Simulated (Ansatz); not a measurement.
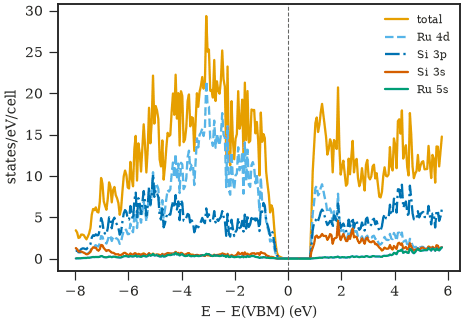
Figure: Total and projected density of states of Si₂Ru in space group Cmce (No. 64; Si on 16g, Si on 16g, Ru on 8d, Ru on 8f), the program Ansatz at the r²SCAN level (PAW)

### Question
Which orbitals carry the states next to the gap?

### Answer
Top 1 eV of the valence band: Si 3p 45 %, Ru 4d 42 %, outside the projected shells 7 %. Bottom 1 eV of the conduction band: Ru 4d 46 %, Si 3p 32 %, Si 3s 17 %. Projections are on Löwdin-orthogonalised atomic valence shells; empty p or d shells of many metals are not among them.

### Question
Where is the tallest occupied peak in this window, and what makes it?

### Answer
Near -3.1 eV, about 29 states/eV per cell; the largest projected share is Ru 4d.

The first step of the workflow began from a Materials Project structure, measured or hypothetical; the Crystallography Open Database copy checked does not list it. Its standing as an ambient phase is unchecked. The cell was relaxed with r²SCAN under the symmetry of its start; its stability against distortions is not shown here. No spin polarisation was allowed. Spin–orbit coupling is left out wherever it is not named.

Potentials: the later of the program's two PAW sets.
